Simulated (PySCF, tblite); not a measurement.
**C₅H₁₁BO: geometry, infrared bands and NMR shifts**

Aim: predict the infrared bands and NMR shifts of C₅H₁₁BO (`B[C@H]1CCCOC1`).

Programs: tblite 0.8.0 and PySCF 2.14.0, with density-fitted response routines of our own. Each step states its level of theory. These are calculated values for one molecule in the gas phase, unless marked as measured. Atoms count from 0, in the outputs and in this text.

### 1 The molecule as given

18 atoms, charge 0, multiplicity 1; geometry from: force field or distance geometry start.

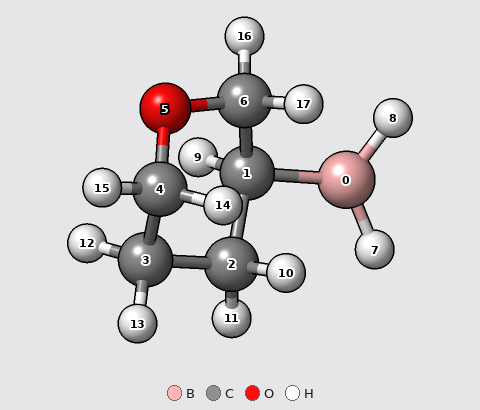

As it starts; boron pink, carbon grey, oxygen red, hydrogen white, atoms numbered.

### 2 Relaxing the molecule with GFN2-xTB

Job settings and geometry (Å):

```
{"job": {"kind": "relax", "xc": "GFN2-xTB", "basis": "xTB"}, "charge": 0, "multiplicity": 1}
B      2.195000    -0.726200     0.190700
C      0.908500    -0.299900    -0.684000
C     -0.244400    -1.043100    -0.023400
C     -1.537200    -0.535000    -0.638200
C     -1.588000     0.951300    -0.342500
O     -0.567300     1.524500    -1.090700
C      0.708300     1.197900    -0.600700
H      2.189600    -1.747600     0.763200
H      2.936100     0.143800     0.467500
H      1.028200    -0.579700    -1.736200
H     -0.248200    -0.696000     1.035300
H     -0.133200    -2.143900    -0.093500
H     -1.623700    -0.688200    -1.703200
H     -2.381100    -0.988200    -0.087300
H     -1.412300     1.069300     0.743000
H     -2.555500     1.358500    -0.671600
H      1.481800     1.650800    -1.247400
H      0.834700     1.558100     0.442500
```

The run is started by

```
OMP_NUM_THREADS=1 python probes_run.py task.json out
```

The driver reads the jobs from task.json and runs them one after another.

The log of the run:

```text
step      E/eV     max force
  0    -587.44086    2.417
  1    -587.59513    0.774
  2    -587.65776    0.510
  3    -587.69575    0.599
  4    -587.72520    0.451
  5    -587.74905    0.302
  6    -587.77096    0.329
  7    -587.78753    0.363
  8    -587.79923    0.296
  9    -587.80812    0.187
 10    -587.81742    0.204
 11    -587.82832    0.283
 12    -587.84015    0.301
 13    -587.85007    0.265
 14    -587.85676    0.201
 15    -587.86229    0.180
 16    -587.86732    0.167
 17    -587.87119    0.171
 18    -587.87418    0.127
 19    -587.87654    0.134
 20    -587.87856    0.115
 21    -587.88047    0.094
 22    -587.88234    0.115
 23    -587.88432    0.150
 24    -587.88665    0.155
 25    -587.88944    0.143
 26    -587.89267    0.160
 27    -587.89622    0.203
 28    -587.89996    0.219
 29    -587.90377    0.199
 30    -587.90747    0.208
 31    -587.91088    0.149
 32    -587.91384    0.154
 33    -587.91612    0.123
 34    -587.91781    0.107
 35    -587.91929    0.092
 36    -587.92071    0.105
 37    -587.92205    0.118
 38    -587.92326    0.088
 39    -587.92423    0.076
 40    -587.92490    0.058
 41    -587.92541    0.057
 42    -587.92586    0.049
 43    -587.92627    0.044
 44    -587.92656    0.039
 45    -587.92673    0.039
 46    -587.92688    0.033
 47    -587.92704    0.032
 48    -587.92722    0.037
 49    -587.92741    0.036
 50    -587.92761    0.037
 51    -587.92782    0.034
 52    -587.92804    0.035
 53    -587.92822    0.034
 54    -587.92835    0.028
 55    -587.92844    0.024
 56    -587.92852    0.023
 57    -587.92859    0.021
 58    -587.92863    0.016
 59    -587.92866    0.012
 60    -587.92868    0.012
 61    -587.92871    0.012
 62    -587.92873    0.011
 63    -587.92874    0.012
 64    -587.92876    0.013
 65    -587.92879    0.019
 66    -587.92883    0.021
 67    -587.92888    0.014
 68    -587.92892    0.016
 69    -587.92895    0.018
 70    -587.92899    0.017
 71    -587.92903    0.014
 72    -587.92905    0.008
```

It took 0.33 s on 1 thread of Arm Neoverse V2, shared host; peak memory 0.18 GiB.

The steps of the relaxation: (not every step is listed)

| step | energy from step 0 (eV) | largest force (eV/Å) |
| --- | --- | --- |
| 0 | 0.0000 | 2.4165 |
| 1 | -0.1543 | 0.7741 |
| 2 | -0.2169 | 0.5098 |
| 3 | -0.2549 | 0.5989 |
| 4 | -0.2843 | 0.4508 |
| 5 | -0.3082 | 0.3019 |
| 6 | -0.3301 | 0.3287 |
| 7 | -0.3467 | 0.3634 |
| 8 | -0.3584 | 0.2958 |
| 13 | -0.4092 | 0.2654 |
| 18 | -0.4333 | 0.1268 |
| 23 | -0.4435 | 0.1504 |
| 28 | -0.4591 | 0.2191 |
| 33 | -0.4753 | 0.1229 |
| 38 | -0.4824 | 0.0881 |
| 43 | -0.4854 | 0.0438 |
| 48 | -0.4864 | 0.0372 |
| 53 | -0.4874 | 0.0336 |
| 58 | -0.4878 | 0.0155 |
| 63 | -0.4879 | 0.0122 |
| 67 | -0.4880 | 0.0144 |
| 68 | -0.4881 | 0.0158 |
| 69 | -0.4881 | 0.0177 |
| 70 | -0.4881 | 0.0170 |
| 71 | -0.4882 | 0.0139 |
| 72 | -0.4882 | 0.0083 |

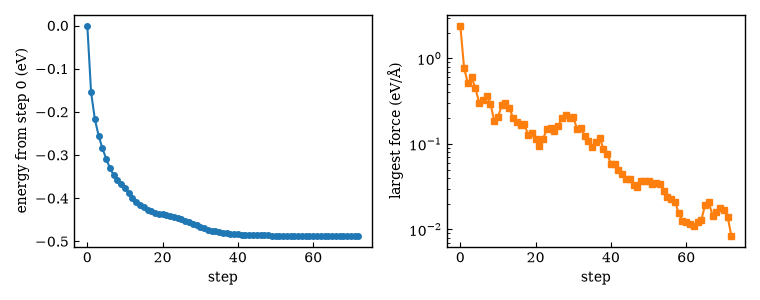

Energy and force, step by step.

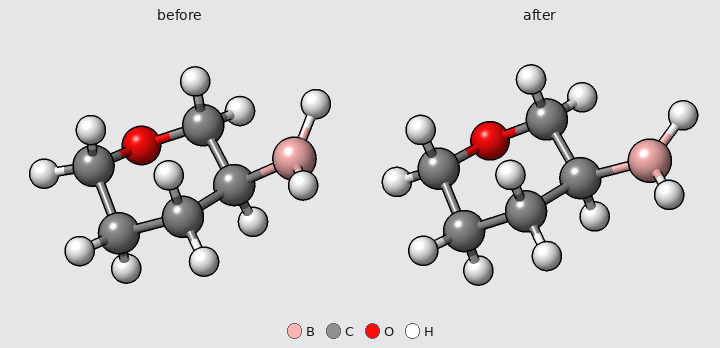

The geometry before (left) and after (right).

Close pairs (by a distance rule), those that changed most:

| bond | before (Å) | after (Å) | change (Å) |
| --- | --- | --- | --- |
| B0–C1 | 1.613 | 1.570 | -0.043 |
| C1–C6 | 1.513 | 1.537 | +0.023 |
| C2–H10 | 1.114 | 1.094 | -0.021 |
| C4–O5 | 1.389 | 1.408 | +0.019 |
| C2–H11 | 1.109 | 1.091 | -0.017 |
| C1–C2 | 1.522 | 1.538 | +0.015 |
| C3–H13 | 1.105 | 1.091 | -0.014 |
| C6–H16 | 1.105 | 1.092 | -0.014 |

The final coordinates are the input of the step that follows.

### 3 Vibrational analysis with GFN2-xTB

Job settings and geometry (Å):

```
{"job": {"kind": "ir", "xc": "GFN2-xTB", "basis": "xTB"}, "charge": 0, "multiplicity": 1}
B      2.335971    -0.767076     0.053775
C      0.935179    -0.296091    -0.476897
C     -0.285506    -1.009782     0.127343
C     -1.561875    -0.539708    -0.568797
C     -1.642000     0.985593    -0.503566
O     -0.512083     1.590900    -1.086021
C      0.679700     1.218385    -0.427106
H      2.481180    -1.877781     0.386030
H      3.239814    -0.027360     0.075919
H      0.960254    -0.565052    -1.546425
H     -0.346740    -0.770641     1.192648
H     -0.178275    -2.091498     0.031645
H     -1.543896    -0.848186    -1.616425
H     -2.444089    -0.973302    -0.094946
H     -1.735187     1.303703     0.548249
H     -2.503053     1.360416    -1.061674
H      1.476070     1.766604    -0.934065
H      0.635777     1.547195     0.623897
```

The log of the run:

```text
mode    cm-1     km/mol
  1     130.6      1.08
  2     146.3      0.70
  3     243.0      2.17
  4     285.3      0.98
  5     318.5      3.86
  6     412.3      1.32
  7     416.4      3.92
  8     446.8      2.54
  9     584.5      8.47
 10     756.3     24.61
 11     797.1      6.96
 12     839.6     82.77
 13     878.1     21.72
 14     901.9     39.25
 15     917.0     37.23
 16     968.2     18.24
 17     978.4     24.17
 18     997.9      9.63
 19    1070.5     31.72
 20    1112.1     58.33
 21    1119.4      6.76
 22    1143.3      8.76
 23    1149.6      3.40
 24    1162.7      2.66
 25    1200.6     23.95
 26    1224.2     67.59
 27    1250.9      1.83
 28    1259.7      3.61
 29    1286.7     10.75
 30    1322.3      1.09
 31    1331.8      8.00
 32    1344.5     19.93
 33    1351.1     22.19
 34    1465.7      0.12
 35    1469.0      0.42
 36    1476.8      0.34
 37    1494.1      0.50
 38    2648.6     95.45
 39    2684.7    125.27
 40    2838.5     40.25
 41    2842.6     50.70
 42    2853.9     72.04
 43    2959.2     29.11
 44    2973.5     29.63
 45    2979.8     39.34
 46    2981.5     65.84
 47    2982.9     56.02
 48    2990.0     78.24
```

It took 0.41 s on 1 thread of Arm Neoverse V2, shared host; peak memory 0.18 GiB.

The strongest bands and the atoms that carry them (share of the mass-weighted mode):

| cm⁻¹ | km/mol | atoms |
| --- | --- | --- |
| 840 | 82.8 | H7 15 %, B0 14 %, H8 13 % |
| 1112 | 58.3 | C4 27 %, O5 22 %, C3 14 % |
| 1224 | 67.6 | C1 19 %, H13 13 %, H9 12 % |
| 2649 | 95.5 | H7 52 %, H8 44 % |
| 2685 | 125.3 | H8 48 %, H7 41 %, B0 11 % |
| 2854 | 72.0 | H9 73 %, H17 20 % |
| 2982 | 65.8 | H16 76 % |
| 2990 | 78.2 | H13 46 %, H12 24 %, H11 21 % |

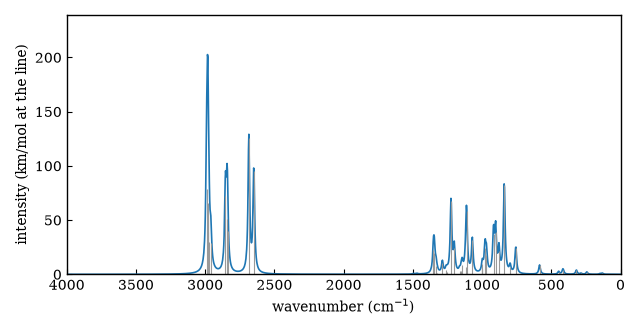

The infrared spectrum from these modes, unscaled. Lines are broadened to a width of 14 cm⁻¹ (Lorentzian).

### 4 Shielding tensors: PBE0/pcSseg-1

Settings changed since step 3:

```diff
@@ -1,2 +1,2 @@
-{"job": {"kind": "ir", "xc": "GFN2-xTB", "basis": "xTB"}, "charge": 0, "multiplicity": 1}
+{"job": {"kind": "nmr", "xc": "PBE0", "basis": "pcSseg-1"}, "charge": 0, "multiplicity": 1}
 B      2.335971    -0.767076     0.053775
```

Level: GIAO PBE0/pcSseg-1 NMR shielding, non-relativistic, gas phase.

The log of the run:

```text
coarse grid: 14424 points
cycle   1  E = -296.6754420746  dE =  7.625e-01  |g| = 5.675e-01  |ddm| = 3.613e+00
cycle   2  E = -296.6267329688  dE =  4.871e-02  |g| = 7.826e-01  |ddm| = 1.271e+00
cycle   3  E = -296.7419337919  dE = -1.152e-01  |g| = 8.693e-02  |ddm| = 8.263e-01
cycle   4  E = -296.7432088989  dE = -1.275e-03  |g| = 3.296e-02  |ddm| = 9.155e-02
cycle   5  E = -296.7434511635  dE = -2.423e-04  |g| = 9.123e-03  |ddm| = 3.565e-02
cycle   6  E = -296.7434692739  dE = -1.811e-05  |g| = 1.558e-03  |ddm| = 9.078e-03
cycle   7  E = -296.7434698765  dE = -6.026e-07  |g| = 3.360e-04  |ddm| = 1.588e-03
final grid: 137552 points
cycle   8  E = -296.7967022719  dE = -4.291e-05  |g| = 1.170e-02  |ddm| = 2.975e-02
cycle   9  E = -296.7966739733  dE =  2.830e-05  |g| = 1.709e-02  |ddm| = 2.123e-02
cycle  10  E = -296.7967305986  dE = -5.663e-05  |g| = 1.264e-03  |ddm| = 1.274e-02
cycle  11  E = -296.7967309425  dE = -3.439e-07  |g| = 2.939e-04  |ddm| = 1.445e-03
cycle  12  E = -296.7967309598  dE = -1.731e-08  |g| = 7.098e-05  |ddm| = 3.313e-04
cycle  13  E = -296.7967309610  dE = -1.234e-09  |g| = 1.460e-05  |ddm| = 8.325e-05
cycle  14  E = -296.7967309611  dE = -4.889e-11  |g| = 3.924e-06  |ddm| = 1.560e-05
converged SCF energy = -296.7967309611

GIAO shielding tensors (ppm)
atom      isotropic    diamagn.    paramagn.     s11        s22        s33       span
  0 B        9.235     191.129    -181.894    -67.107    -29.167    123.981    191.088
  1 C      138.112     252.418    -114.305    100.718    140.126    173.493     72.775
  2 C      155.265     247.318     -92.053    147.715    155.741    162.340     14.625
  3 C      154.237     248.354     -94.116    146.606    153.466    162.641     16.035
  4 C      115.060     244.383    -129.323     90.619    102.779    151.784     61.165
  5 O      277.511     395.426    -117.914    224.114    289.968    318.451     94.337
  6 C      111.312     244.346    -133.033     86.046     95.091    152.800     66.754
  7 H       23.928      29.633      -5.705     15.332     27.589     28.863     13.531
  8 H       23.940      29.573      -5.633     15.589     27.667     28.563     12.974
  9 H       30.638      31.648      -1.010     26.383     30.172     35.359      8.976
 10 H       30.307      31.942      -1.635     27.433     28.193     35.296      7.863
 11 H       29.323      31.487      -2.164     24.820     26.771     36.380     11.560
 12 H       29.995      30.516      -0.521     26.661     28.145     35.178      8.517
 13 H       30.277      29.940       0.338     26.124     27.878     36.829     10.705
 14 H       28.334      29.695      -1.360     23.494     28.054     33.455      9.960
 15 H       27.563      28.142      -0.580     23.120     26.791     32.776      9.656
 16 H       27.129      29.827      -2.698     22.596     25.942     32.849     10.253
 17 H       28.205      30.589      -2.384     23.710     27.772     33.134      9.423
```

It took 28 s on 1 thread of Arm Neoverse V2, shared host; peak memory 0.79 GiB.

Shifts follow as δ = σ(reference) − σ, with reference shieldings (ppm) from runs at the same level and on the same kind of geometry: ¹H TMS 31.72, ¹³C TMS 186.9, ¹⁷O H2O 336.1, ¹¹B BF3·OEt2 100.1. The references are single molecules in the gas phase, so shifts against H2O, NH3, PH3, H3PO4 or CFCl3 are not on the usual liquid scales and can be off by tens of ppm. Atoms listed in one row are averaged.

| atoms | environment | σ (ppm) | δ (ppm) | δ scaled to CDCl3 |
| --- | --- | --- | --- | --- |
| C6 | sp3 CH2 bonded to O | 111.3 | 75.6 | 71.9 |
| C4 | sp3 CH2 bonded to O | 115.1 | 71.9 | 68.2 |
| C1 | sp3 CH bonded to B | 138.1 | 48.8 | 45.7 |
| C3 | sp3 CH2 in a ring | 154.2 | 32.7 | 30.0 |
| C2 | sp3 CH2 in a ring | 155.3 | 31.7 | 29.0 |
| H7, H8 | hydrogen on a boron bonded to C | 23.93 | 7.78 | – |
| H16 | hydrogen on an sp3 CH2 bonded to O | 27.13 | 4.59 | 4.43 |
| H15 | hydrogen on an sp3 CH2 bonded to O | 27.56 | 4.15 | 4.02 |
| H17 | hydrogen on an sp3 CH2 bonded to O | 28.21 | 3.51 | 3.42 |
| H14 | hydrogen on an sp3 CH2 bonded to O | 28.33 | 3.38 | 3.29 |
| H11 | hydrogen on an sp3 CH2 in a ring | 29.32 | 2.39 | 2.36 |
| H12 | hydrogen on an sp3 CH2 in a ring | 29.99 | 1.72 | 1.73 |
| H13 | hydrogen on an sp3 CH2 in a ring | 30.28 | 1.44 | 1.46 |
| H10 | hydrogen on an sp3 CH2 in a ring | 30.31 | 1.41 | 1.43 |
| H9 | hydrogen on an sp3 CH bonded to B | 30.64 | 1.08 | 1.12 |
| B0 | boron bonded to C, 2 H | 9.2 | 90.8 | – |
| O5 | ether oxygen | 277.5 | 58.6 | – |

The scaled column applies a straight-line fit of computed shieldings to shifts measured in CDCl3 (root-mean-square error 0.16 ppm for H, 1.9 ppm for C).

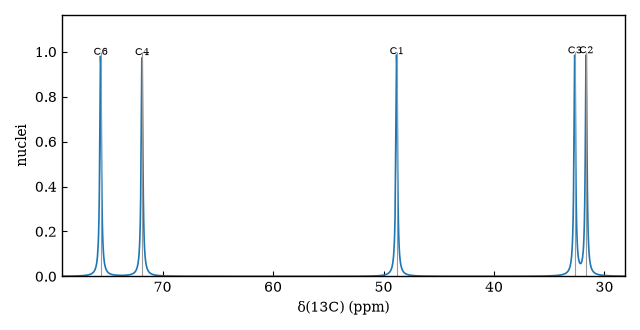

¹³C lines at the computed shifts, without couplings. Lines are broadened to a width of 0.18 ppm (Lorentzian).

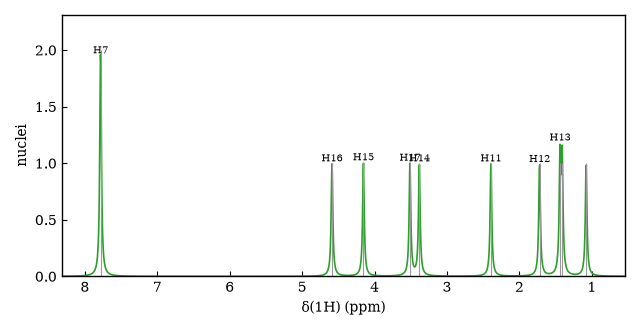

¹H lines at the computed shifts, without couplings. Lines are broadened to a width of 0.03 ppm (Lorentzian).

The run also stored atomic charges by several schemes (e):

| atoms | Mulliken | IAO | Hirshfeld | ESP fit |
| --- | --- | --- | --- | --- |
| B0 | 0.25 | 0.07 | 0.17 | 0.22 |
| C1 | -0.52 | -0.27 | -0.10 | 0.13 |
| C2 | -0.21 | -0.25 | -0.07 | -0.10 |
| C3 | -0.22 | -0.28 | -0.08 | -0.06 |
| C4 | 0.06 | -0.05 | 0.00 | 0.02 |
| O5 | -0.51 | -0.40 | -0.15 | -0.36 |
| C6 | 0.14 | -0.05 | 0.00 | -0.06 |

Mulliken charges:

B0 0.25; C1 -0.52; C2 -0.21; C3 -0.22; C4 0.06; O5 -0.51; C6 0.14; H7 -0.01; H8 -0.01; H9 0.14; H10 0.11; H11 0.13; H12 0.12; H13 0.12; H14 0.09; H15 0.12; H16 0.12; H17 0.09

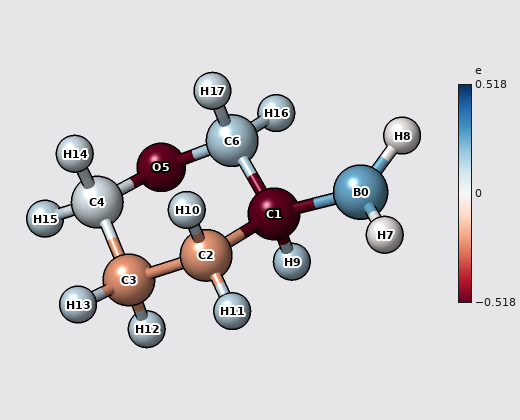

Mulliken charges, as colours on the atoms.

Mayer bond orders: B0–C1 0.97, C1–C2 1.01, C2–C3 1.04, C3–C4 1.03, C4–O5 0.94, O5–C6 0.93, C6–C1 1.01.

Ring of atoms C1, C2, C3, C4, O5, C6: NICS(0) -2.1, NICS(1) -2.0, NICS(1)zz 2.8 ppm (means of both faces).

### 5 Results

| quantity | value |
| --- | --- |
| strongest single infrared mode (GFN2-xTB) | 2685 cm⁻¹, 125 km/mol |
| zero-point energy (GFN2-xTB) | 95.8 kcal/mol |
| ¹³C shifts against TMS (PBE0/pcSseg-1) | 75.6, 71.9, 48.8, 32.7, 31.7 ppm |
| ¹H shifts against TMS (PBE0/pcSseg-1, means over atoms taken as alike) | 7.78, 4.59, 4.15, 3.51, 3.38, 2.39, 1.72, 1.44, 1.41, 1.08 ppm |
| ¹¹B shifts against BF3·OEt2 (PBE0/pcSseg-1) | 90.8 ppm |
| ¹⁷O shifts against H2O (PBE0/pcSseg-1) | 58.6 ppm |

In words: Relaxing lowered the energy by 0.488 eV in 72 steps; the close pair that moved most is B0–C1, from 1.613 to 1.570 Å. No mode is imaginary among the 48: a minimum at this level. The strongest single mode, at 2685 cm⁻¹, moves mainly H8 and H7. GFN2-xTB is a fitted tight-binding method: band positions and strengths are rough. Its intensities can rank the bands wrongly. At PBE0/pcSseg-1: Shielding is most anisotropic at B0 (span 191 ppm, paramagnetic term -182 ppm).
